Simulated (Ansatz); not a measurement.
# How many bands does the GW gap of Si3N4 (Fd-3m) need?, part 2 of 2

Wanted: a G0W0 gap for Si3N4 (Fd-3m) that is converged in bands and cutoff, or an estimate of the limit.

Ansatz 0.2.0; G0W0 on PBE, plane waves, PAW. Known limits of the many-body steps: not at the basis limit; coarse k mesh.

So far. Step 5 (Changing the k mesh: 2×2×2 mesh, 252 empty bands …): Against the run with 4×4×4 mesh, 252 empty bands, screening to 96 eV, the gap moves by −0.09 eV, while the start moved by −0.04 eV. A band edge is found at another k point on this mesh. Step 6 (Changing the frequency model: 4×4×4 mesh, 252 empty …): Against the run with 4×4×4 mesh, 252 empty bands, screening to 96 eV, the gap moves by −0.03 eV.

## (7) Changing the files: 4×4×4 mesh, 252 empty bands, screening to 96 eV, hard PAW files

Other atomic data (hard PAW) test the pseudisation: the cutoff goes from 420 to 870 eV, with the same valence electrons.

Contents of input.yaml:

```yaml
crystal:
  lattice:
    - [0.0, 3.893718, 3.893718]
    - [3.893718, 0.0, 3.893718]
    - [3.893718, 3.893718, 0.0]
  atoms:
    - { symbol: Si, position: [0.125, 0.125, 0.625] }
    - { symbol: Si, position: [0.125, 0.625, 0.125] }
    - { symbol: Si, position: [0.625, 0.125, 0.125] }
    - { symbol: Si, position: [0.125, 0.125, 0.125] }
    - { symbol: Si, position: [0.75, 0.75, 0.75] }
    - { symbol: Si, position: [0.5, 0.5, 0.5] }
    - { symbol: "N", position: [0.367563, 0.367563, 0.367563] }
    - { symbol: "N", position: [0.352689, 0.882437, 0.882437] }
    - { symbol: "N", position: [0.882437, 0.882437, 0.352689] }
    - { symbol: "N", position: [0.882437, 0.352689, 0.882437] }
    - { symbol: "N", position: [0.367563, 0.367563, 0.897311] }
    - { symbol: "N", position: [0.367563, 0.897311, 0.367563] }
    - { symbol: "N", position: [0.882437, 0.882437, 0.882437] }
    - { symbol: "N", position: [0.897311, 0.367563, 0.367563] }
kpoints:
  mp_grid: { grid: [4, 4, 4] }
hamiltonian:
  xc: pbe
  pseudopotentials: { kind: paw, source: ansatz }
scf:
  occupations: { method: fixed }
gw:
  n_empty_bands: 252
  ecut_chi: 96
  qp_bands: [v4, c4]
  qp_kpoints: band_edges
  screening: { model: contour_deformation }
```

Command:

```
$ ansatz run input.yaml --threads 24 --pin off --max-ram 82944MiB --backend cuda --events-out ev --progress --plain --runs-dir out --devices 1 --max-vram 78GiB
```

Numbers of over 12 decimals in the logs are rounded to 6 here.

What it wrote:

```text
GPUs: using 1 of 1 available (devices: 1).
[...]
Crystal: 14 atoms, lattice volume = 118.066 Å³
Basis set: ecut = 870 eV, 6855 PW (Γ)
Bands: 46, of which v1, the nominal top of the filled ones, is band 32 counted from 1 (31 counted from 0)
Symmetry: 48 space group operations
[...]
k-points: 8 of 64
[...]
1    35     15.3166    -8.5051    -4.2499   -13.5568  0.8329    16.1219    16.1184  root
[...]
7    33     17.6241    -7.9804    -4.6895   -13.6064  0.8199    18.5673    18.5606  root
     7    34     17.6241    -7.9804    -4.6895   -13.6064  0.8199    18.5673    18.5606  root
     7    35     18.1346    -8.2492    -4.8782   -14.1788  0.8165    19.1949    19.1860  root
     7    36     18.1346    -8.2492    -4.8782   -14.1788  0.8165    19.1949    19.1860  root
[key lines of the parts left out:]
SCF converged after 8 iterations
Free energy (F): -6899.269894 eV
Fermi energy:    10.957009 eV
```

Run time: 4.8 s. Hardware: 1 × NVIDIA GB200 (shared by 2 runs) with 24 threads of Arm Neoverse V2, shared host; peak memory 1.6 GiB.

This step gave:

| Property | Result |
| --- | --- |
| bands summed | 284 |
| RPA ε∞ on this mesh (eigenvalues) | 5.139, 5.139, 5.139 |
| plane waves in the screening matrix | 259 |
| G0W0 gap on the mesh | 4.511 eV |
| k of the valence top | 0, 0.25, -0.25 |
| k of the conduction bottom | 0, 0, 0 |
| starting gap on the mesh | 3.359 eV |
| least direct G0W0 gap on the computed points | 4.552 eV |

Against the run with 4×4×4 mesh, 252 empty bands, screening to 96 eV, the gap moves by −0.009 eV.

## (8) The runs together

Times are wall times on 1 × NVIDIA GB200 (shared by 2 runs) with 24 threads of Arm Neoverse V2, shared host, good to a factor of about two.

```csv
mesh,files,frequency,bands summed,cutoff (eV),start (eV),G0W0 (eV),time,host memory (GiB)
4×4×4,default PAW,contour deformation,121,48,3.372,4.341,1.8 s,1.2
4×4×4,default PAW,contour deformation,284,96,3.372,4.520,2.5 s,1.3
4×4×4,default PAW,contour deformation,574,160,3.372,4.716,6.4 s,2.0
2×2×2,default PAW,contour deformation,284,96,3.334,4.432,1.5 s,1.2
4×4×4,default PAW,plasmon pole,284,96,3.372,4.490,3.2 s,1.7
4×4×4,hard PAW,contour deformation,284,96,3.359,4.511,4.8 s,1.6
```

The parts of the quasiparticle energy at the two band edges (eV; QP = start + Σx + Σc − Vxc):

```csv
run,edge,start,Σx,Σc,Vxc,Z,QP
121 bands,valence top,10.95,-22.34,3.89,-18.55,0.81,11.05
121 bands,conduction bottom,14.32,-8.56,-3.74,-13.37,0.84,15.39
284 bands,valence top,10.95,-22.34,3.36,-18.55,0.80,10.52
284 bands,conduction bottom,14.32,-8.56,-4.09,-13.37,0.84,15.04
574 bands,valence top,10.95,-22.34,3.00,-18.55,0.80,10.16
574 bands,conduction bottom,14.32,-8.56,-4.26,-13.37,0.84,14.87
```

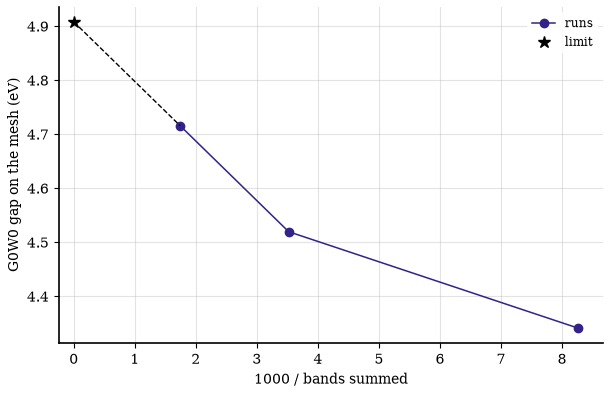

The gap against one over the number of bands; the dashed line carries the two highest rungs to the limit.

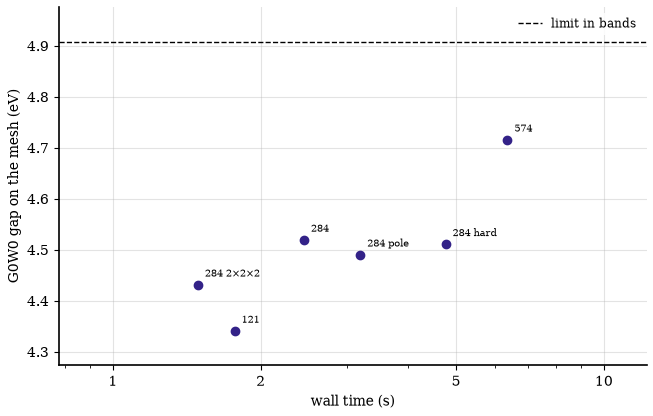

Result against wall time.

## (9) Outcome

| Property | Result |
| --- | --- |
| 121 bands, 48 eV | 4.341 eV |
| 284 bands, 96 eV | 4.520 eV |
| 574 bands, 160 eV | 4.716 eV |
| estimated limit in bands and cutoff | 4.91 eV |
| mesh and start | 4×4×4, PBE |

What this shows: A line in one over the bands through the two highest rungs gives 4.91 eV, +0.19 eV from the top rung; the pair below gives 4.65 eV, so the estimate is still climbing. The rungs stand 0.57 eV (121 bands), 0.39 eV (284 bands) and 0.19 eV (574 bands) from it. From 121 to 574 bands the gap moves by +0.37 eV while the time grows 3.6-fold. Σc changes by −0.89 eV at the valence top and −0.52 eV at the conduction bottom, so the levels themselves move more than the gap between them. On the 2×2×2 mesh in place of 4×4×4 the gap differs by −0.09 eV, of which −0.04 eV is already in the start. The plasmon-pole model gives −0.03 eV against contour deformation, 3 % of the correction, and saved no time in this program. Hard PAW files move the gap by −0.01 eV at equal bands and cutoff, −0.01 eV of it in the start.

[Paths, hosts, dates, memory and timing lines, banners, echoed tables and standing remarks are left out of the program output.]

[Logs are printed without paths, hosts, clocks, repeated set-up lines and the standing remarks that a program may print on its own settings, such as how far it seeks lower states.]

[Runs of the session that timed out or met a known fault of the program may be left out.]

[Cells called generated may have been cut or substituted from an entry of the Crystallography Open Database or the Materials Project.]

[Hosts, paths, dates, database ids (printed as entryN), source tags and the programs' standing remarks are cut or masked in the printed files.]
